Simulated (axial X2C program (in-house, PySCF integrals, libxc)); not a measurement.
**Run report: BaC⁺, relativistic diatomic calculation**

- system: BaC⁺, single determinant with M_S = 3/2 and |Λ| = 0.
- method: HF, spin-free X2C-1e, Ba dyall-cv3z, C dyall-v3z (cores contracted) (axial X2C program (in-house, PySCF integrals, libxc))

**Input**
```
{"zs": [56, 6], "q": 1, "bas": ["dyall-cv3z", "dyall-v3z"], "levels": ["PBE0", "HF", "BLYP"], "cc": true, "r0": 2.28, "thr": -2.0, "nmax": 90, "npts": 10, "nst": 2, "ntry": 6}
```

The line is the task of a batch: nuclear charges, charge, bases, the levels to run, a first guess of the distance and further settings. This report covers HF without spin-orbit coupling. The log is that of the reference distance 2.405 Å.

Launched within a batch (the task file carries these settings):
```bash
python <driver script> task.json out
```

**The program's output**
```
spin-free X2C-1e  HF
basis functions 187  fitting functions 977  grid points 5082
iter        total energy     max residual
   1      -8169.275234899     4.14e-01
   2      -8169.297608663     7.07e-03
   3      -8169.298685610     1.75e-02
   4      -8169.298934373     4.03e-03
   5      -8169.299020550     2.77e-03
   6      -8169.299045997     1.97e-03
   7      -8169.299051544     3.89e-04
   8      -8169.299052339     1.51e-04
   9      -8169.299052494     1.33e-04
  10      -8169.299052515     1.52e-05
  11      -8169.299052517     6.60e-06
  12      -8169.299052518     3.06e-06
  13      -8169.299052518     3.85e-07
converged
one-electron -11288.52281448  Coulomb 3247.39915446  exact exchange -202.10617955  xc functional 0.00000000  nuclear repulsion 73.93078706
correlated 13  virtual 272  natural virtual 89  E(MP2) -0.271809197  MP2 remainder -0.011330556
iter   CCSD correlation   residual
   1     -0.282670728   9.53e-02
   2     -0.289154393   3.49e-02
   3     -0.290183961   1.51e-02
   4     -0.290367438   7.18e-03
   5     -0.290423458   2.00e-03
   6     -0.290433885   6.40e-04
   7     -0.290439214   2.32e-04
   8     -0.290440046   7.35e-05
   9     -0.290439542   2.21e-05
  10     -0.290439546   7.61e-06
(T) -0.009929347782943214  T1 0.0208  D1 0.0404  max T2 0.050
```

**The points of the curve**

```csv
R (Å),E (hartree),"dipole (D; origin at the first atom, positive when the second is positive)",highest filled (eV),lowest empty (eV)
2.261,−8169.290402,−5.04,−14.16,−4.17
2.333,−8169.296064,−5.46,−13.98,−4.23
2.405,−8169.299053,−5.88,−13.69,−4.29
2.489,−8169.299804,−6.36,−13.38,−4.36
2.573,−8169.298242,−6.82,−13.10,−4.43
2.682,−8169.293712,−7.40,−12.77,−4.52
```

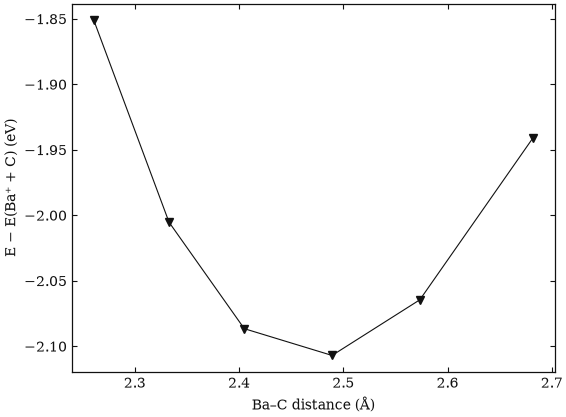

Fig. 1: Energy at 6 bond lengths, for one set of occupations held fixed; the line joins the points. A polynomial of degree 4 through 6 points gives rₑ = 2.471 Å, ωₑ = 479.8 cm⁻¹, ωₑxₑ = 1.7 cm⁻¹ and Bₑ = 0.2501 cm⁻¹. The minimum lies 2.11 eV below Ba⁺ + C, each computed as one determinant at the same level.

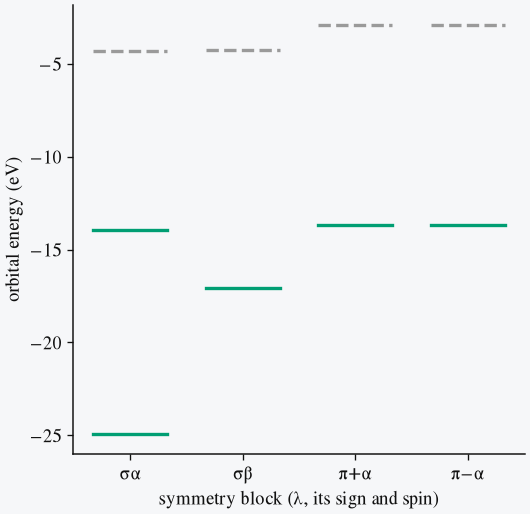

Fig. 2: Orbital energies near the frontier at 2.40 Å, filled (solid) and empty (dashed); a label such as π−α means λ = −1 and α spin. The highest filled orbital (π+α; 82 % C p, 11 % Ba d) lies at −13.69 eV, the lowest empty one (σα; 81 % Ba s, 12 % Ba p) at −4.29 eV.

**Summary**

- outcome: converged
- bond length rₑ: 2.471 Å
- ωₑ: 479.8 cm⁻¹
- energy at the minimum: −8169.29986 hartree
- depth below the fragments: 2.11 eV
- largest ⟨S²⟩ along the curve: 3.76
- hardware: 1 thread of Intel Xeon (Sapphire Rapids), 64 GiB of memory available, shared host
- wall time: 2.2 s
- peak memory: 0.86 GiB

**Remarks**

Hartree–Fock lacks correlation, so it usually binds too weakly. Caveats: 6 of the 10 points asked for were kept.
